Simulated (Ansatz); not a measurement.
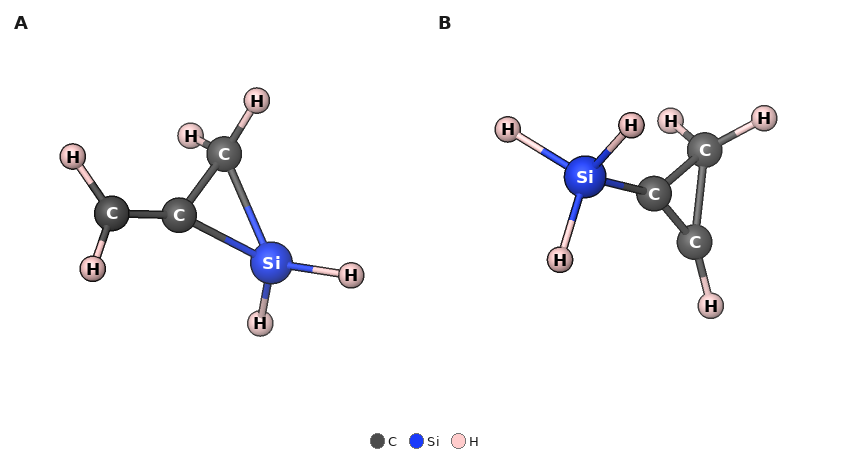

2 stationary structures of one formula. Geometries: PBE0-D4/def2-TZVP. Electronic energies: CCSD(T)/CBS (MP2 limit from def2-TZVPP and def2-QZVPP plus CCSD(T) − MP2) (Ansatz 0.2.0), without zero-point energy.

Are they conformers, stereoisomers or constitutional isomers?

Answer. They are constitutional isomers of C3H6Si: A `C=C1C[SiH2]1`, B `[SiH3]C1=CC1`.

Which structure is the most stable?

Answer. A is lowest (a minimum); B lies 41.7 kJ/mol above it (a minimum).
